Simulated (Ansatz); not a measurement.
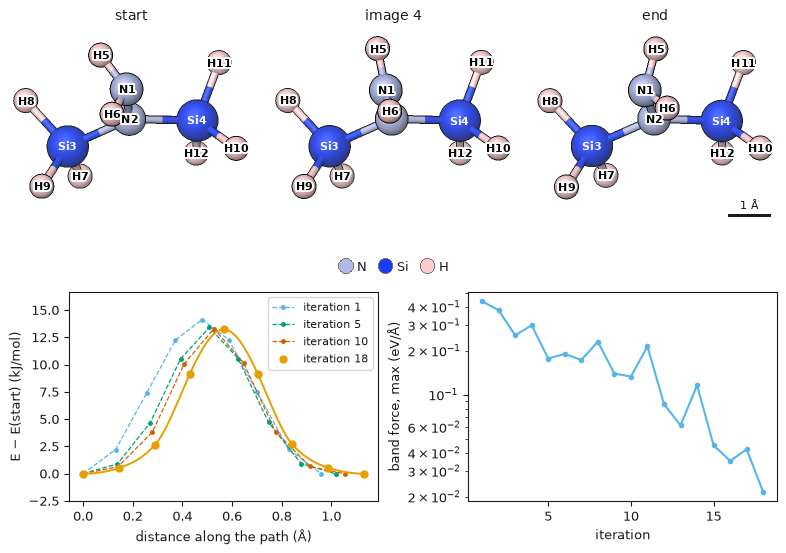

NEB run on Si2N2H8. Images are numbered from 0 (start) to 8 (end). The plot follows the band through its iterations. Style: ball-and-stick. Shown from a free direction.

Computed with Ansatz, RKS LDA/def2-SVP.

Input
```yaml
crystal:
  periodic: [false, false, false]
  atoms:
    - { symbol: "N", position_ang: [-1.099311, 0.956977, -0.61145] }
    - { symbol: "N", position_ang: [-0.099148, 0.103676, -0.101511] }
    - { symbol: Si, position_ang: [-0.112959, -0.246959, 1.604094] }
    - { symbol: Si, position_ang: [0.958949, -0.436631, -1.377406] }
    - { symbol: H, position_ang: [-2.04233, 0.568656, -0.448139] }
    - { symbol: H, position_ang: [-1.051335, 1.892339, -0.176164] }
    - { symbol: H, position_ang: [1.029676, -1.16978, 1.930177] }
    - { symbol: H, position_ang: [-1.42747, -0.883674, 1.997079] }
    - { symbol: H, position_ang: [0.00283, 1.032381, 2.402317] }
    - { symbol: H, position_ang: [1.644667, 0.725396, -2.049719] }
    - { symbol: H, position_ang: [0.204364, -1.209853, -2.42921] }
    - { symbol: H, position_ang: [1.992068, -1.332528, -0.740078] }
basis:
  gaussian: { orbitals: def2-SVP }
hamiltonian:
  xc: lda
neb:
  order_check: false
  images: 7
  f_tol: 0.03
  max_iterations: 60
  initial_path: idpp
  max_displacement: 0.02
  optimiser: lbfgs
  final_atoms:
    - { symbol: "N", position_ang: [-1.21412115, 0.97177383, -0.28205426] }
    - { symbol: "N", position_ang: [-0.13941565, 0.10600454, 0.00827486] }
    - { symbol: Si, position_ang: [-0.10085957, -0.27732899, 1.70851691] }
    - { symbol: Si, position_ang: [0.8865738, -0.39695656, -1.30560968] }
    - { symbol: H, position_ang: [-1.87140491, 0.54177862, -0.95224162] }
    - { symbol: H, position_ang: [-0.87930922, 1.86434181, -0.67868941] }
    - { symbol: H, position_ang: [1.07331138, -1.20023064, 1.92255671] }
    - { symbol: H, position_ang: [-1.36856461, -0.96615249, 2.14631772] }
    - { symbol: H, position_ang: [0.07404819, 0.96315232, 2.54724348] }
    - { symbol: H, position_ang: [1.50529084, 0.80955178, -1.97594536] }
    - { symbol: H, position_ang: [0.07322424, -1.10949303, -2.36328516] }
    - { symbol: H, position_ang: [1.96122765, -1.30644119, -0.77509418] }
```

Command:
```bash
ansatz run input.yaml --threads 2 --pin off --max-ram 3072MiB --backend cpu --events-out ev --progress --plain --runs-dir out
```

Q: How did the profile develop, and is the result final?

A: The run is converged, with reservations. The band converged in 18 iterations. The largest component of the band force went from 0.44 to 0.022 eV/Å. The climbing image converged on the top of the path. Its curvatures weren't checked. The step length is far from the usual. The first iteration put the highest image at 14.1 kJ/mol. The two ends have the same energy, and the highest point, image 4, lies 13.2 kJ/mol above the start.

The run took 2.1 min on 2 threads of Arm Neoverse V2, with other jobs on the host, peak memory 0.13 GiB.
